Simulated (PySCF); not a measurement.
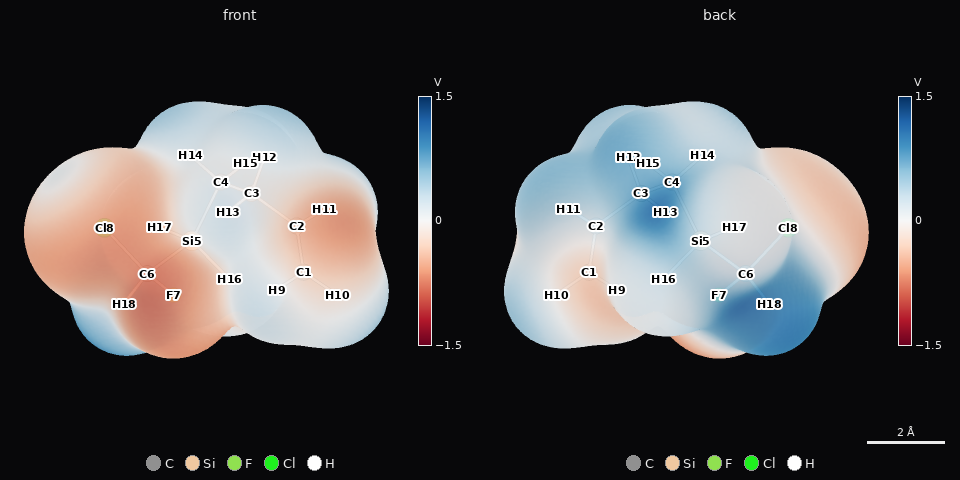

C₅H₁₀ClFSi. The molecular electrostatic potential painted on the density surface at 0.001 e/bohr³, seen from the front and from behind; red is negative and blue positive.

Geometry: GFN2-xTB.

All numbers below come from PBE0/pcSseg-1, SCF density, gas phase, non-relativistic (PySCF 2.14.0).

```yaml
atoms:
  - { symbol: C, position_ang: [-2.1394, -1.1907, -0.5546] }
  - { symbol: C, position_ang: [-1.9144, 0.1061, -0.4591] }
  - { symbol: C, position_ang: [-0.8385, 0.8313, -1.2007] }
  - { symbol: C, position_ang: [0.1890, 1.4425, -0.2360] }
  - { symbol: Si, position_ang: [1.1399, 0.1623, 0.7948] }
  - { symbol: C, position_ang: [2.0832, -1.0268, -0.4096] }
  - { symbol: F, position_ang: [1.2241, -1.8343, -1.0980] }
  - { symbol: Cl, position_ang: [3.0094, -0.0671, -1.5978] }
  - { symbol: H, position_ang: [-1.5481, -1.8178, -1.2004] }
  - { symbol: H, position_ang: [-2.9216, -1.6789, 0.0018] }
  - { symbol: H, position_ang: [-2.5155, 0.7220, 0.1988] }
  - { symbol: H, position_ang: [-1.2896, 1.6365, -1.7891] }
  - { symbol: H, position_ang: [-0.3429, 0.1482, -1.8908] }
  - { symbol: H, position_ang: [0.8980, 2.0408, -0.8126] }
  - { symbol: H, position_ang: [-0.3239, 2.1309, 0.4386] }
  - { symbol: H, position_ang: [0.2845, -0.7035, 1.6059] }
  - { symbol: H, position_ang: [2.1942, 0.7955, 1.5902] }
  - { symbol: H, position_ang: [2.8028, -1.6906, 0.0773] }
```

Question: Describe the electrostatic potential map.

Answer: The most negative region (about −0.8 V) lies over F7, the most positive (about +1.0 V) over Si5 and H18.
